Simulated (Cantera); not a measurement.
A closed system holds: 1 mol FeS2, 3.8 mol O2, 4.7 mol H2O, held at 1073.15 K.

These are equilibrium values from Cantera (NASA tables, ideal gas, pure condensed phases), not measurements of a reactor. Candidate condensed phases: Fe, FeO, Fe(OH)2, Fe(OH)3, FeS, FeSO4, FeS2, Fe2O3, Fe2(SO4)3, Fe3O4, H2O, H2SO4, S; 22 gas species. Mutual solubility and eutectic melting of coexisting phases are not modelled. The numbers say what is thermodynamically allowed, not how fast it happens.

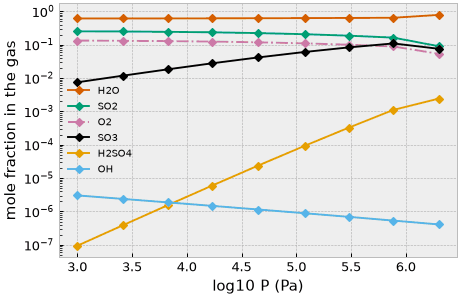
Figure. Equilibrium gas composition (values under 1e-9 drawn at 1e-9)

Q: Read off the mole fractions at 0.0260 bar.

A: H2O about 0.61, SO2 about 0.25, O2 about 0.13, SO3 about 0.012, OH about 2.4e-6, H2SO4 about 3.8e-7.
